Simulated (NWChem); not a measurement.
# One shape, several levels: H3S+ (sulfonium)

Wanted: a comparison of 6 runs (HF/STO-3G, HF/6-31G*, B3LYP/6-31G*, M06-2X/6-31G**, CAM-B3LYP/def2-SVPD, MP2/def2-TZVP) of H3S+ (sulfonium). 

The calculation is run with NWChem 7.3.0.

### 1 The molecule

H3S+ has 4 atoms, charge +1, and is taken as a singlet. SMILES: `[SH3+]`. The coordinates come from a GFN2-xTB relaxation.

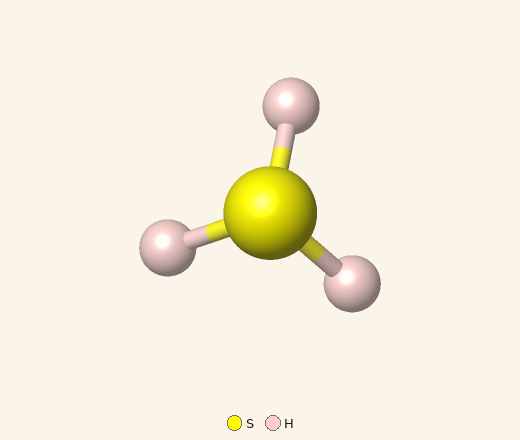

The structure, seen from a chosen angle (sulfur yellow, hydrogen pink).

### 2 Energy and forces at HF/STO-3G (run 1)

The input, run.py:

```python
from ase import Atoms
from ase.calculators.nwchem import NWChem

mol = Atoms(['S', 'H', 'H', 'H'], positions=[
    [0.301620, -0.100910, -0.445950],
    [0.848020, 0.280920, 0.734350],
    [-0.494150, -1.037930, 0.125030],
    [-0.655500, 0.857920, -0.413440],
])

calc = NWChem(
    label='h3s',
    theory='scf',
    memory='2200 mb',
    basis='STO-3G',
    basispar='spherical bse',
    charge=1,
    scf={'nopen': '0', 'rhf': None, 'thresh': '1e-08', 'maxiter': '80'},
)
mol.calc = calc

forces = mol.get_forces()
e = mol.get_potential_energy()
print(f"E = {e:.6f} eV")
print("forces (eV/A):")
for s, f in zip(mol.symbols, forces):
    print(f"{s:2s} {f[0]:10.5f} {f[1]:10.5f} {f[2]:10.5f}")
print("dipole (e A):", mol.get_dipole_moment().round(4))
```

Launch:

```
$ export ASE_NWCHEM_COMMAND="nwchem PREFIX.nwi > PREFIX.nwo"
$ python run.py
```

Log:

```text
E = -10739.406366 eV
forces (eV/A):
S    -0.42408    0.13786    0.63948
H     0.25217   -0.02057   -0.14686
H     0.09909   -0.17226   -0.21500
H     0.07281    0.05497   -0.27763
dipole (e A): [-0.0159  0.0053  0.0236]
```

The calculator wrote h3s.nwi:

```
title "h3s"

permanent_dir h3s

scratch_dir h3s

start h3s

geometry units angstrom nocenter noautosym noautoz
  S  3.0162000000000000e-01 -1.0091000000000000e-01 -4.4595000000000001e-01
  H  8.4802000000000000e-01 2.8092000000000000e-01 7.3434999999999995e-01
  H  -4.9414999999999998e-01 -1.0379300000000000e+00 1.2503000000000000e-01
  H  -6.5549999999999997e-01 8.5792000000000002e-01 -4.1343999999999997e-01
end

charge 1

memory 2200 mb

basis spherical bse noprint
   * library STO-3G
end

scf
  nopen 0
  rhf
  thresh 1e-08
  maxiter 80
end

task scf gradient
```

h3s.nwo (excerpt; [...] marks lines left out):

```text
[...]
      One-electron energy =   -578.731889904610
[... 1 line left out ...]
 Nuclear repulsion energy =     19.543152220583
[... 20 lines left out ...]
                       ROHF Final Molecular Orbital Analysis
[... 114 lines left out ...]
     1   1 0 0     -0.030036      0.000000      8.549668
[...]
  wavefunction    =   RHF
                         RHF ENERGY GRADIENTS
    atom               coordinates                        gradient
                 x          y          z           x          y          z
   1 S       0.569979  -0.190692  -0.842723    0.008247  -0.002681  -0.012436
   2 H       1.602525   0.530862   1.387720   -0.004904   0.000400   0.002856
   3 H      -0.933808  -1.961403   0.236272   -0.001927   0.003350   0.004181
   4 H      -1.238715   1.621234  -0.781288   -0.001416  -0.001069   0.005399
[...]
```

It took 0.84 s on 1 thread of AMD EPYC 9R45 (Zen 5), shared host; peak memory 0.099 GiB.

### 3 Energy and gradient at HF/6-31G(d) (spherical functions) (run 2)

The input, sp.nw:

```
start sp
title "sulfonium"
memory 2200 mb
charge 1
geometry noautosym nocenter noautoz
S      0.301620    -0.100910    -0.445950
H      0.848020     0.280920     0.734350
H     -0.494150    -1.037930     0.125030
H     -0.655500     0.857920    -0.413440
end
basis "ao basis" spherical bse
* library 6-31G*
end
scf
singlet
rhf
thresh 1e-08
maxiter 80
end
task scf gradient
```

Launch:

```
$ nwchem sp.nw > sp.out
```

Log:

```text
[...]
  functions       =    24
[...]
  wavefunction    = RHF
[...]
         Total SCF energy =   -398.938426007062
      One-electron energy =   -583.850140187135
      Two-electron energy =    165.368561959490
 Nuclear repulsion energy =     19.543152220583
        Time for solution =      0.6s
[...]
                         RHF ENERGY GRADIENTS
    atom               coordinates                        gradient
                 x          y          z           x          y          z
   1 S       0.569979  -0.190692  -0.842723    0.018441  -0.006114  -0.027435
   2 H       1.602525   0.530862   1.387720    0.000521   0.003826   0.013290
   3 H      -0.933808  -1.961403   0.236272   -0.008966  -0.005475   0.008964
   4 H      -1.238715   1.621234  -0.781288   -0.009995   0.007764   0.005180
[...]
```

It took 1.2 s on 1 thread of AMD EPYC 9R45 (Zen 5), shared host; peak memory 0.099 GiB.

### 4 Energy and forces at B3LYP/6-31G(d) (Cartesian functions) (run 3)

The input, h3s.nw:

```
START h3s
TITLE "H3S"
memory total 2200 mb
charge 1
GEOMETRY units angstrom noautosym nocenter noautoz
   S     0.301620   -0.100910   -0.445950
   H     0.848020    0.280920    0.734350
   H    -0.494150   -1.037930    0.125030
   H    -0.655500    0.857920   -0.413440
END
BASIS cartesian
   * library 6-31G*
END
DFT
   xc b3lyp
   grid xfine
   convergence energy 1e-08
   maxiter 100
   mulliken
END
TASK dft gradient
```

Launch:

```
$ nwchem h3s.nw > h3s.out
```

Log:

```text
[...]
          Wavefunction type:  closed shell.
          No. of atoms     :     4
          No. of electrons :    18
[...]
          Charge           :     1
          Spin multiplicity:     1
[...]
          AO basis - number of functions:    25
[...]
              XC Information
              --------------
                         B3LYP Method XC Potential
                     Hartree-Fock (Exact) Exchange  0.200
                        Slater Exchange Functional  0.800 local
                    Becke 1988 Exchange Functional  0.720 non-local
              Lee-Yang-Parr Correlation Functional  0.810
                  VWN I RPA Correlation Functional  0.190 local
[...]
 d= 0,ls=0.0,diis     1   -399.4808822033 -4.19D+02  9.26D-02  2.10D+00     0.3
[...]
 d= 0,ls=0.0,diis     7   -399.6614270891 -1.20D-09  1.86D-07  1.45D-11     1.5
         Total DFT energy =     -399.661427089110
      One electron energy =     -583.948219470975
           Coulomb energy =      191.242857463217
    Exchange-Corr. energy =      -26.499217301935
 Nuclear repulsion energy =       19.543152220583
[...]
      Total Density - Mulliken Population Analysis
     ---------------------------------------------
    Atom       Charge   Shell Charges
 -----------   ------   -------------------------------------------------------
    1 S   16    15.82   2.00  1.99  5.97  1.45  3.10  0.47  0.77  0.08
    2 H    1     0.73   0.48  0.25
    3 H    1     0.73   0.48  0.25
    4 H    1     0.73   0.48  0.25
[...]
  wavefunction    = closed shell
                         DFT ENERGY GRADIENTS
    atom               coordinates                        gradient
                 x          y          z           x          y          z
   1 S       0.569979  -0.190692  -0.842723    0.001528  -0.000456  -0.002432
   2 H       1.602525   0.530862   1.387720   -0.002549  -0.000331  -0.000420
   3 H      -0.933808  -1.961403   0.236272    0.000285   0.002473   0.000848
   4 H      -1.238715   1.621234  -0.781288    0.000736  -0.001686   0.002003
[...]
```

Run time: 2.2 s. Hardware: 1 thread of AMD EPYC 9R45 (Zen 5), shared host; peak memory 0.12 GiB.

Runs 4 to 5 aren't shown in full; the table further down has their settings and results.

### 5 Energy and forces at MP2/def2-TZVP (run 6)

The input, run.nw:

```
start run
memory stack 880 mb heap 220 mb global 1100 mb
charge 1

geometry noautosym nocenter noautoz
 S     0.301620   -0.100910   -0.445950
 H     0.848020    0.280920    0.734350
 H    -0.494150   -1.037930    0.125030
 H    -0.655500    0.857920   -0.413440
end

basis spherical bse
 S library def2-TZVP
 H library def2-TZVP
end

scf
 thresh 1e-08
 maxiter 80
end

mp2
 freeze core 5
 tight
end

task mp2 gradient
```

Launch:

```
$ nwchem run.nw > run.out
```

Log:

```text
[...]
  functions       =    55
[...]
  wavefunction    = RHF
[...]
         Total SCF energy =   -398.987805557674
      One-electron energy =   -583.880678538822
      Two-electron energy =    165.349720760565
 Nuclear repulsion energy =     19.543152220583
        Time for solution =      1.5s
[...]
          Total MP2 energy          -399.164494608893
[...]
                         mp2 ENERGY GRADIENTS
    atom               coordinates                        gradient
                 x          y          z           x          y          z
   1 S       0.569979  -0.190692  -0.842723    0.003281  -0.001044  -0.005022
   2 H       1.602525   0.530862   1.387720   -0.000114   0.000651   0.002308
   3 H      -0.933808  -1.961403   0.236272   -0.001551  -0.000743   0.001636
   4 H      -1.238715   1.621234  -0.781288   -0.001616   0.001136   0.001077
[...]
```

Run time: 4.8 s. Hardware: 1 thread of AMD EPYC 9R45 (Zen 5), shared host; peak memory 0.13 GiB.

### 6 The series

```csv
run,level,Cartesian functions,iteration cap,energy (Eh),HOMO energy (eV),LUMO energy (eV),HOMO–LUMO gap (eV),wall time
1,HF/STO-3G,no,80,-394.665908,-20.61,2.02,22.63,0.84 s
2,HF/6-31G* (spherical functions),no,80,-398.938426,-21.51,-3.05,18.46,1.2 s
3,B3LYP/6-31G* (Cartesian functions),yes,100,-399.661427,-17.97,-7.25,10.72,2.2 s
4,M06-2X/6-31G** (spherical functions),no,100,-399.612928,-19.45,-5.82,13.63,3.9 s
5,CAM-B3LYP/def2-SVPD,no,100,-399.552100,-19.63,-5.75,13.88,6.3 s
6,MP2/def2-TZVP,no,80,-399.164495,-21.48,-3.17,18.31,4.8 s
```

### 7 Results

| quantity | value |
| --- | --- |
| run 6: total energy | -399.16449 Eh |
| run 6: HOMO energy (Hartree–Fock orbitals) | -21.48 eV |
| run 6: LUMO energy (Hartree–Fock orbitals) | -3.17 eV |
| run 6: HOMO–LUMO gap (Hartree–Fock orbitals) | 18.31 eV |
| run 6: correlation energy (5 core orbitals frozen) | -176.7 mEh |
| run 6: largest force on an atom | 0.313 eV/Å |

Over runs 1, 2, 3, 4, 5 the HOMO–LUMO gap runs from 10.72 eV (B3LYP/6-31G*) to 22.63 eV (HF/STO-3G). The two ends differ in method and basis. Totals of different functionals can't be ranked against each other. In run 1 the basis is minimal, so the values are rough. All runs together took 19 s, the longest 6.3 s.
